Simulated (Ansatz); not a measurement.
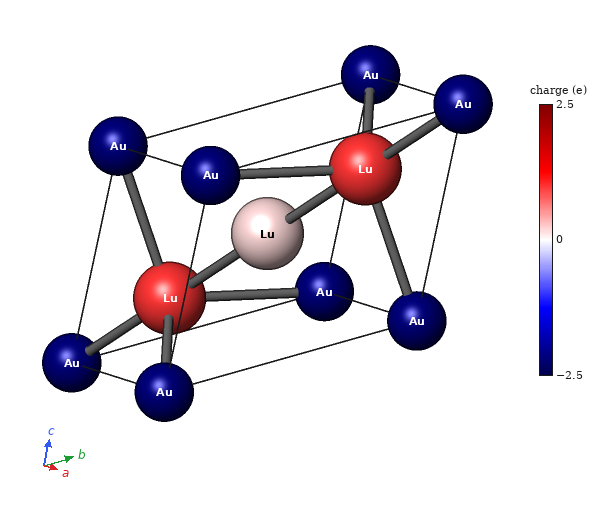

The crystal in a ball-and-stick representation, seen slightly off an axis. Lines trace the edges of the simulation cell. The atoms of this Lu3Au cell are coloured by their Bader charge.

All computed values are from Ansatz, DFT PBE, scalar-relativistic, plane waves, PAW. Settings: 420 eV cutoff, the zone sampled with 12×12×12 points, Gaussian smearing of 0.1 eV, no spin polarisation.

Q: What do the colours say about charge transfer?

A: Most positive: Lu; most negative: Au. Charges: about Lu +0.2 to +1.0 e; Au -2.2 e.

The model was built from a structure type filled with these elements by a generator (whether the compound takes this form wasn't checked). Earlier steps of the study may have refined or changed the cell and positions. It was run through Ansatz as a DFT input.
